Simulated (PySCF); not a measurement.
# H2Si, SMILES `[SiH2]`: electronic structure

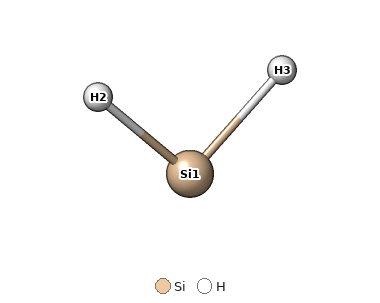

The molecule, with its atoms numbered as below. No frequency check shows the geometry to be a minimum.

Coordinates in Å:

```
Si1      0.0000    0.1230    0.0000
H2       1.1126   -0.8608    0.0000
H3      -1.1125   -0.8609    0.0000
```

### 1. Bonding charge

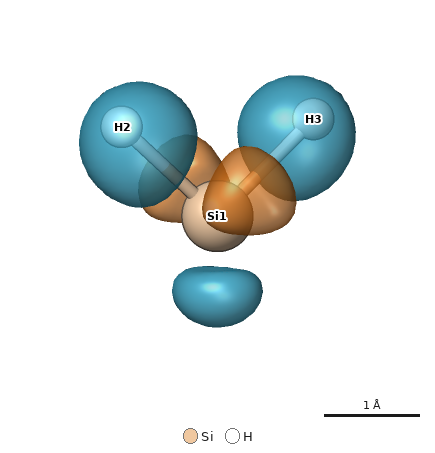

Deformation density (molecule less spherical, spin-averaged free atoms at the same positions), surfaces at ±0.1 e/Å³; light blue: gain, orange: loss.

Level of theory: M06-2X/6-311G** (PySCF), at a geometry from GFN2-xTB.

> Describe the bonding that the map shows.

Si1–H2 and Si1–H3: +0.21 e/Å³ at the bond critical point (bond length 1.49 Å, Mayer order 0.9). In all, 0.9 electrons gather in the regions of gain relative to the promolecule.

> Where do the Hirshfeld charges lie?

The highest Hirshfeld charge is on Si1 (+0.22 e), the lowest on H2 and H3 (−0.11 e).

### 2. Local ionisation energy

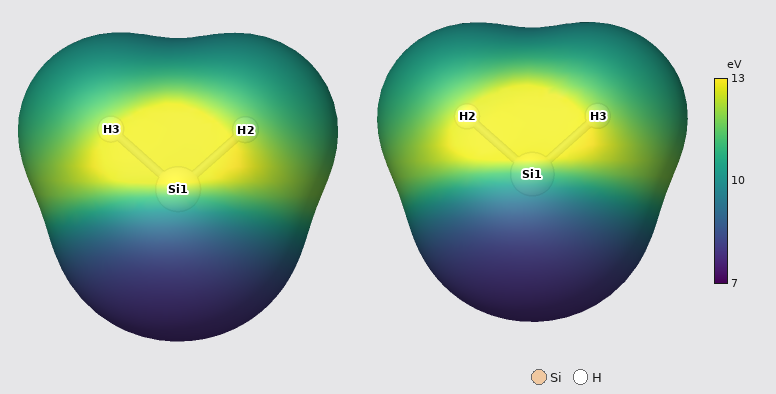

Average local ionisation energy on the surface of electron density 0.001 a.u. (back view left, front view right).

> Where are the most loosely bound electrons on this surface?

The lowest value is 7.7 eV, 2.5 Å from Si1. Further minima include 9.8 eV, near H2 (1.81 Å) and H3 (1.92 Å), over Si1 (2.5 Å). For comparison, the highest occupied orbital lies at −7.5 eV.

> What volume does the surface enclose, and what is the dipole moment?

About 57 Å³; the dipole moment is 0.5 D.

### 3. In an electric field

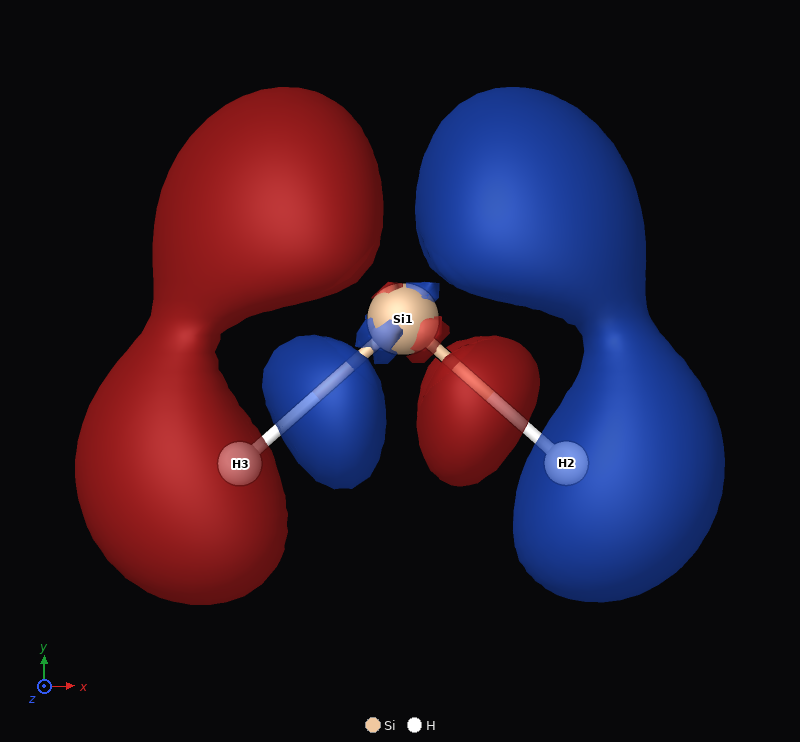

Change of the electron density in a uniform field of 0.41 V/Å, surfaces at ±0.003 e/Å³ (red: gain, blue: loss).

Level of theory: BP86/def2-SVPD (PySCF), at a geometry from GFN2-xTB.

> Along which Cartesian direction does the field point?

Along +x: electrons gather on the −x side, against the field.

> What dipole is induced, and what polarisability does it imply?

The induced dipole is 0.75 D (along the field); α along this axis, from the fields in both directions, is 37 bohr³ (5.5 Å³).

> Which atoms gain and lose the most charge?

Electrons gather most on H3 (Hirshfeld charge changes by −0.022 e) and leave H2 most (+0.022 e); 0.068 electrons are displaced in all.

### 4. Removing or adding an electron

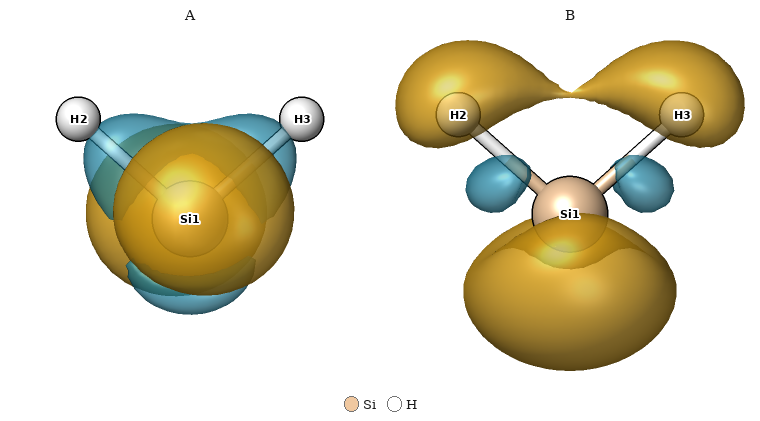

The two Fukui functions at ±0.04 e/Å³ (yellow positive, teal negative).

Method: B3LYP/def2-TZVP; geometry: GFN2-xTB; program: PySCF.

> Which panel is f⁻ (electron removed) and which f⁺ (electron added)?

A is f⁺, B is f⁻. f⁻ (Hirshfeld-condensed) is largest on Si1 (0.70); the vertical ionisation energy is 9.27 eV. f⁺ (Hirshfeld-condensed) is largest on Si1 (0.80); the vertical electron affinity is 0.94 eV (the stability of the anion's solution wasn't checked; the anion's highest orbital has positive energy, so this value and f⁺ depend on the basis).

> What chemical potential and hardness follow from the two energies?

μ = −(I + A)/2 = −5.10 eV and η = I − A = 8.33 eV.

### 5. Localised orbitals

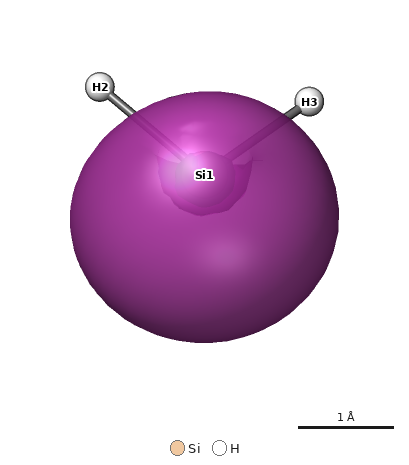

Pipek–Mezey orbitals, occupied; each surface holds about 80 % of the orbital's density. Energies are diagonal elements of the Fock matrix.

Method: BP86/def2-TZVP; geometry: GFN2-xTB; program: PySCF.

> How do all the valence pairs divide up?

3 pairs: 2 σ bonds and 1 lone pair.

### 6. Stretching a bond

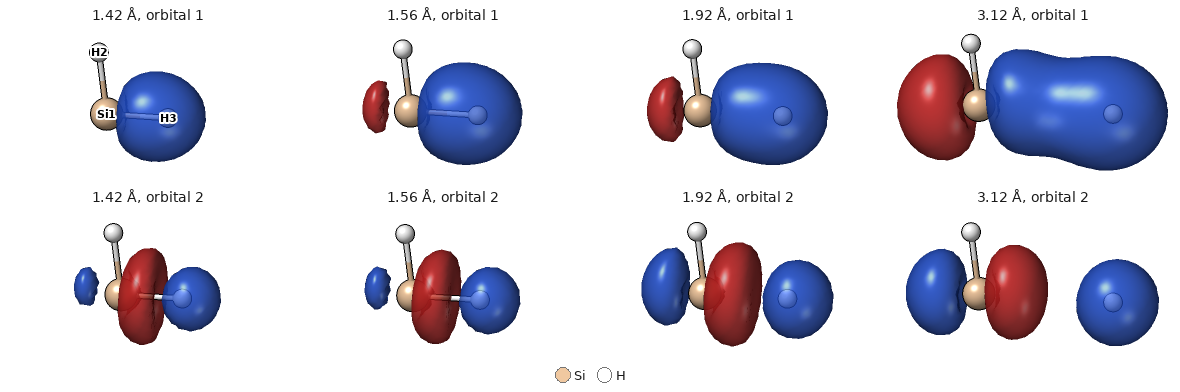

Rigid stretch of the Si1–H3 bond. The two CASSCF(2,2) natural orbitals nearest half filling (orbital 1 the more occupied).

Computed with PySCF, cc-pVDZ basis, geometry: GFN2-xTB.

> How do the occupations change along the stretch?

1.42 Å: 1.98 and 0.02; 1.56 Å: 1.98 and 0.02; 1.92 Å: 1.94 and 0.06; 3.12 Å: 1.53 and 0.47. At the longest distance computed (3.98 Å) they are 1.20 and 0.80, and the effective number of unpaired electrons is 1.8.

UHF already breaks spin symmetry near equilibrium here (⟨S²⟩ = 0.44 at 1.56 Å), for reasons apart from this bond.

> How much energy does the stretch cost?

By CASSCF, 2.9 eV from the lowest point of the scan (1.56 Å) to 3.98 Å; RHF gives 5.6 eV from its own lowest point. The fragments aren't relaxed and dynamic correlation is missing, so this isn't a bond dissociation energy.
